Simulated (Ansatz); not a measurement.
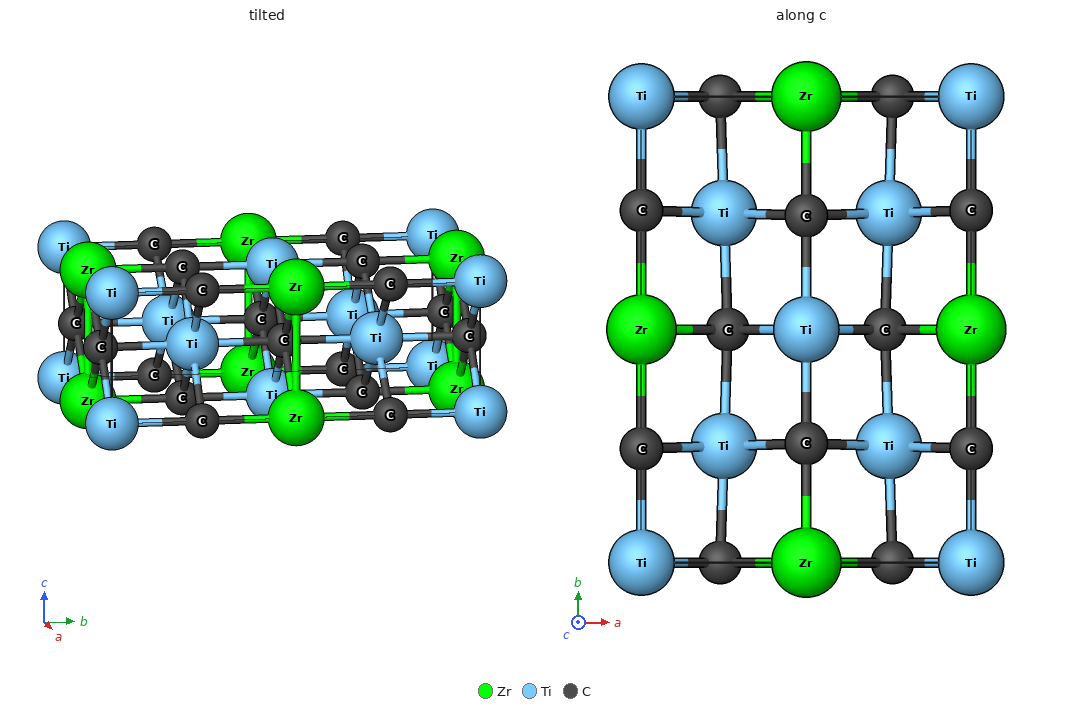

The crystal in a ball-and-stick representation, seen slightly off an axis and along the c axis. Atoms at the boundary of the conventional unit cell (the box) are drawn once for each face, edge or corner they touch.

ZrTi3C4, space group Cmmm (No. 65), a = 6.273 Å, b = 8.867 Å, c = 3.143 Å, α = 90.00°, β = 90.00°, γ = 90.00°. It goes back to a structure type filled with these elements by a generator (whether the compound takes this form wasn't checked). Earlier steps of the study, as a rule a relaxation of our own, may have changed the cell and positions, so they can lie some per cent off the listed ones. It was the input of a calculation with Ansatz.

This one geometry was computed with Ansatz (DFT, plane waves, PAW) at three levels of theory: PBE, r2SCAN and PBEsol.

> Which level gives the highest pressure at this volume, and what does that say about its equilibrium volume?

Highest: PBE (0.0 GPa), which points to the largest equilibrium volume. Lowest, with the smallest volume: PBEsol (-6.6 GPa). Levels within 0.5 GPa of each other can't be told apart.

> How does the band gap change with the level of theory?

All levels give a metal.

> Collect the results in a table.

| level | cutoff (eV) | k-mesh of the run's cell | gap (eV) | pressure (GPa) |
| --- | --- | --- | --- | --- |
| PBE | 420 | 8×8×12 | metal | 0.0 |
| r2SCAN | 500 | 8×8×12 | metal | -0.6 |
| PBEsol | 420 | 8×8×12 | metal | -6.6 |

Gaps are taken on the k-mesh or band path of each run.
